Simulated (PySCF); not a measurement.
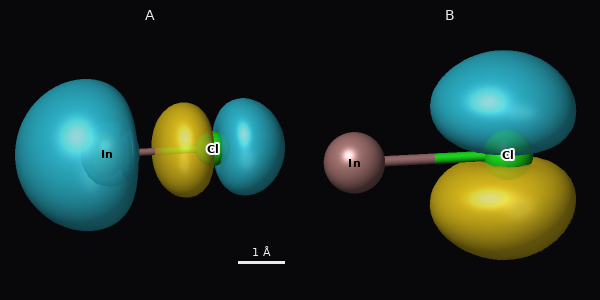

*InCl. Two frontier orbitals, each drawn at the value that holds 80 % of its norm (yellow and cyan are the two phases), in no order; of a degenerate pair one member is drawn.*

Core potentials replace the inner electrons of In.

Computed with PBE0/cc-pVTZ(-PP), non-relativistic Hamiltonian with scalar-relativistic core potentials where named, at a bond length of 2.427 Å in PySCF 2.14.0.

Label each orbital by symmetry, say whether it is occupied, and order them by energy.

Orbital B: π, occupied, −8.24 eV; mainly on Cl (90 %).
Orbital A: σ, occupied, −7.27 eV; shared between the atoms (In 60 %, Cl 40 %).
